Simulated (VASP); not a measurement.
Band structure of ZrS2 (1T layered). All values below come from TPSS meta-GGA, VASP's PBE PAW potentials (set 64) (plane waves; VASP 6.6.1).

Without a dispersion term in the relaxation, distances and binding between the weakly bound layers, chains or molecules are unreliable, and so is what depends on them.

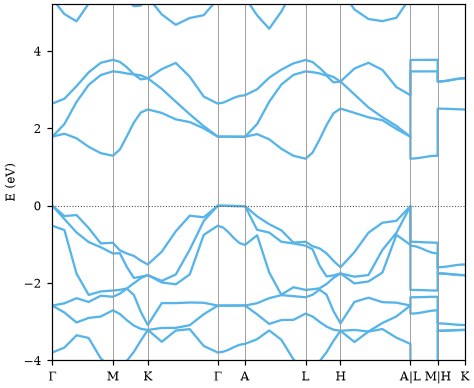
Fig. 1. Bands along high-symmetry lines, zero at the valence-band maximum or, without a gap, the Fermi level

Task: Read the plot: is there a gap, and where are the band edges?

Result: The gap is indirect, 1.22 eV, from the valence maximum at Γ to the conduction minimum at L.

Measured: gap 1.70 eV (computed value off by -0.48 eV), as given by Miłosz Rybak et al., Nanomaterials (2022), arXiv:2210.12074.

The compound is ZrS2 in the 1T layered structure. It was relaxed first, which changed the volume by +23 %.
